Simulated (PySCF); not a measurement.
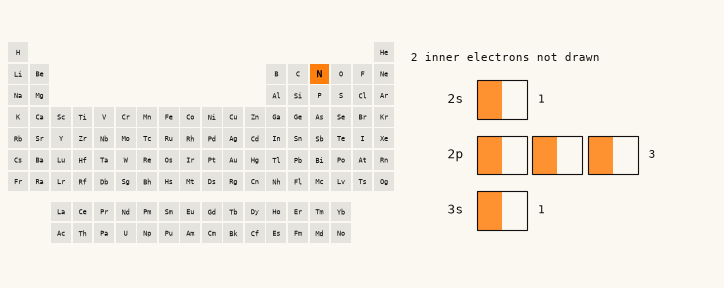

**Figure 1.** Left, the place of nitrogen in the periodic table; right, the outer shells of the nominal configuration: a box for each of the 2l + 1 orbitals, shaded by the share of the shell that is filled, with the electron count at the right.

# N: atomic calculation

System: N, configuration 1s2 2s1 2p3 3s1, multiplicity 6.
Method: unrestricted B97-3, aug-cc-pVTZ plus 1 even-tempered diffuse shell per l, non-relativistic, point nucleus (PySCF).

**Input**
```python
from pyscf import gto, scf, dft, mp, cc
import basis_set_exchange as bse
mol = gto.M(atom="N 0 0 0", charge=0, spin=5, symmetry="D2h",
            basis=gto.basis.parse(bse.get_basis("aug-cc-pVTZ", elements=["N"], fmt="nwchem", augment_diffuse=1)))
mf = dft.UKS(mol, xc="HYB_GGA_XC_B97_3")
mf.irrep_nelec = {'Ag': (3, 1), 'B1u': (1, 0), 'B2u': (1, 0), 'B3u': (1, 0)}
mf.kernel()
```

The script is an equivalent of what the driver set up; the driver started from orbitals of its own, so the log can be shorter than this script's would be, and it computed the properties (radii, ⟨L²⟩, response) afterwards. It held the occupations shell by shell, which the script's counts by irreducible representation don't always enforce.

**Output (extracts)**
```
damping factor = 0
level_shift factor = 0
DIIS = <class 'pyscf.scf.diis.CDIIS'>
diis_start_cycle = 1
diis_space = 10
diis_damp = 0
SCF conv_tol = 1e-09
SCF conv_tol_grad = None
number electrons alpha = 6  beta = 1
XC functionals = HYB_GGA_XC_B97_3
    T. W. Keal and D. J. Tozer.,  J. Chem. Phys. 123, 121103 (2005)
cycle= 1 E= -53.9758140510134  delta_E= -0.00179  |g|= 0.00617  |ddm|= 0.201
cycle= 2 E= -53.9758768710667  delta_E= -6.28e-05  |g|= 0.00137  |ddm|= 0.056
cycle= 3 E= -53.975884009882  delta_E= -7.14e-06  |g|= 0.000483  |ddm|= 0.0231
cycle= 4 E= -53.9758848136729  delta_E= -8.04e-07  |g|= 0.000132  |ddm|= 0.00853
cycle= 5 E= -53.9758849040529  delta_E= -9.04e-08  |g|= 0.000132  |ddm|= 0.00422
cycle= 6 E= -53.9758849025333  delta_E= 1.52e-09  |g|= 8.1e-05  |ddm|= 6.19e-05
cycle= 7 E= -53.9758849016845  delta_E= 8.49e-10  |g|= 9.9e-05  |ddm|= 6.22e-05
cycle= 8 E= -53.9758849005296  delta_E= 1.15e-09  |g|= 0.000159  |ddm|= 1.7e-05
cycle= 9 E= -53.9758849027552  delta_E= -2.23e-09  |g|= 9.93e-05  |ddm|= 4.21e-05
cycle= 10 E= -53.9758849019757  delta_E= 7.79e-10  |g|= 8.21e-05  |ddm|= 1.9e-05
[... 40 cycles left out ...]
SCF not converged.
SCF energy = -53.975884902434 after 50 cycles  <S^2> = 8.7500077  2S+1 = 6.0000026

damping factor = 0
level_shift factor = 0.3
DIIS = <class 'pyscf.scf.diis.CDIIS'>
diis_start_cycle = 1
diis_space = 10
diis_damp = 0
SCF conv_tol = 1e-09
SCF conv_tol_grad = None
number electrons alpha = 6  beta = 1
XC functionals = HYB_GGA_XC_B97_3
    T. W. Keal and D. J. Tozer.,  J. Chem. Phys. 123, 121103 (2005)
[... 42 cycles left out ...]
cycle= 43 E= -53.9758849035251  delta_E= -2.69e-09  |g|= 0.000208  |ddm|= 4.85e-05
cycle= 44 E= -53.9758849031966  delta_E= 3.29e-10  |g|= 0.00017  |ddm|= 3.29e-06
cycle= 45 E= -53.9758849032563  delta_E= -5.97e-11  |g|= 0.000178  |ddm|= 7.1e-07
cycle= 46 E= -53.97588490327  delta_E= -1.37e-11  |g|= 0.00018  |ddm|= 1.54e-07
cycle= 47 E= -53.9758849032566  delta_E= 1.34e-11  |g|= 0.000178  |ddm|= 1.57e-07
cycle= 48 E= -53.9758849032439  delta_E= 1.27e-11  |g|= 0.000177  |ddm|= 1.46e-07
cycle= 49 E= -53.975884903224  delta_E= 1.98e-11  |g|= 0.000174  |ddm|= 2.2e-07
cycle= 50 E= -53.9758849032141  delta_E= 9.93e-12  |g|= 0.000172  |ddm|= 1.05e-07
cycle= 51 E= -53.9758849031183  delta_E= 9.58e-11  |g|= 0.000158  |ddm|= 1.11e-06
cycle= 52 E= -53.975884903114
```

**What the run reported**

- outcome: not converged
- total energy: −53.975885 hartree
- kinetic energy: 53.749556 hartree
- ⟨S²⟩: 8.750
- SCF iterations: 170
- hardware: 1 CPU thread, shared host
- CPU time: 19 s (integrals apart)

**Diagnosis**

The run did not meet its convergence test in 170 iterations, so its last values are not results. This is not the ground configuration of the species.
